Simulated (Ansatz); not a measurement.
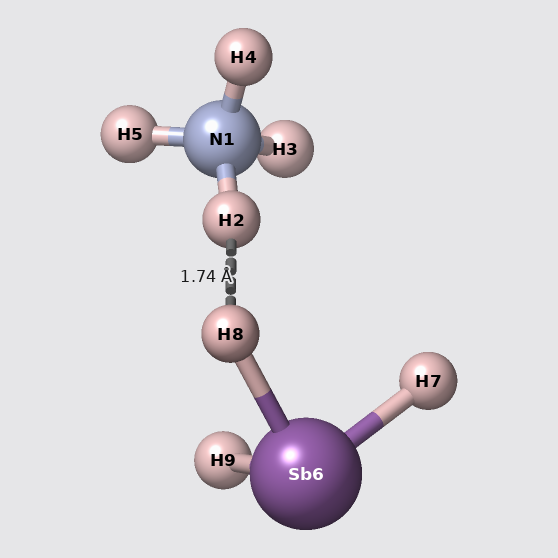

Two molecules or ions; the broken line marks their closest contact (measured against van der Waals radii). State: charge +1, singlet. Computed geometry: PBE0-D4/def2-TZVP optimisation. Program: Ansatz 0.2.0.

Q: Which two species are they?

A: NH4 and SbH3 (`[NH4+].[SbH3]`).

Give the counterpoise-corrected interaction energy (kcal/mol, monomers kept as in the pair) with CCSD(T)/CBS (MP2 limit from def2-TZVPPD and def2-QZVPPD plus CCSD(T) − MP2); RHF-CCSD(T) (frozen core)/def2-SVP.

```
                                                                      level  interaction energy (kcal/mol)
CCSD(T)/CBS (MP2 limit from def2-TZVPPD and def2-QZVPPD plus CCSD(T) − MP2)                          −10.4
                                         RHF-CCSD(T) (frozen core)/def2-SVP                           −7.2
```
